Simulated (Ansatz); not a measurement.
# BH₆Si₂ (doublet): what the fields show

Input file:

```
crystal:
  periodic: [false, false, false]
  atoms:
    - { symbol: B, position_ang: [-1.06073, 1.08359, -1.53374] }
    - { symbol: Si, position_ang: [0.03932, 0.78812, -0.02095] }
    - { symbol: Si, position_ang: [0.6962, -1.15953, 1.02382] }
    - { symbol: H, position_ang: [-1.46374, 0.1725, -2.16025] }
    - { symbol: H, position_ang: [-1.3751, 2.16245, -1.87919] }
    - { symbol: H, position_ang: [0.64069, 1.90757, 0.74808] }
    - { symbol: H, position_ang: [1.81666, -1.83262, 0.3508] }
    - { symbol: H, position_ang: [-0.40508, -2.13212, 1.04844] }
    - { symbol: H, position_ang: [1.11178, -0.98996, 2.42299] }
magnetization:
  spin_polarized: true
  initial_magnetization: 1
basis:
  gaussian: { orbitals: def2-SVP }
hamiltonian:
  xc: hf
relax:
  f_tol: 0.02
  max_steps: 50
output:
  orbitals: {}
```

Launched as:

```sh
ansatz run input.yaml --threads 2 --pin off --max-ram 3072MiB --backend cpu --events-out ev --progress --plain --runs-dir out
```

The fields are those of the run's last geometry, not of the input's.

Level of theory: Ansatz, UHF/def2-SVP.

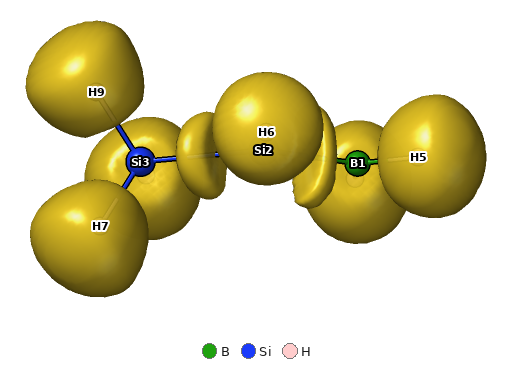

Figure 1. Isosurface of the ELF at 0.9 (yellow), seen from one side. Core shells and regions of very low density are left out.

What do the ELF domains correspond to?

The surface consists of one region between bonded B–Si atoms (shared pairs), one region between bonded Si–Si atoms (shared pairs) and six regions around hydrogen nuclei. Profiles from the grid: Si–B (1.97 Å): the ELF peaks at about 1 between the atoms, as expected for a covalent bond. Si–Si (2.36 Å): the ELF peaks at about 1 between the atoms; a covalent bond.

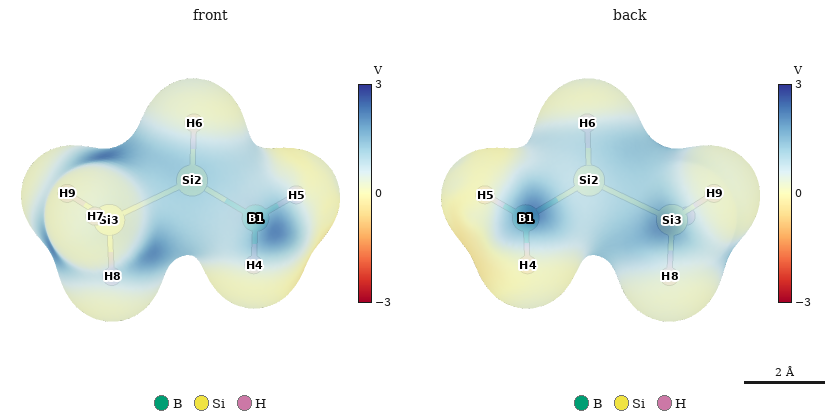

Figure 2. The electrostatic potential painted on the density surface at 0.004 e/bohr³, seen from the front and from behind; red is negative and blue positive.

Describe the electrostatic potential map.

The most negative region (about −0.3 V) lies over H4, the most positive (about +2.3 V) over B1 and Si3.

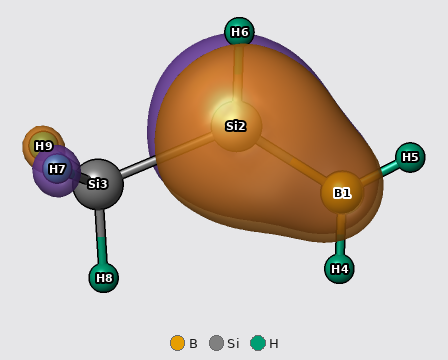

Figure 3. The HOMO (α) at ±0.1 Å⁻³ᐟ² (orange and purple are the two phases), seen across its widest extent.

What is the character of this orbital?

It lies mainly on Si2 (about 65 %) and B1 (about 20 %). Its energy is −8.37 eV.
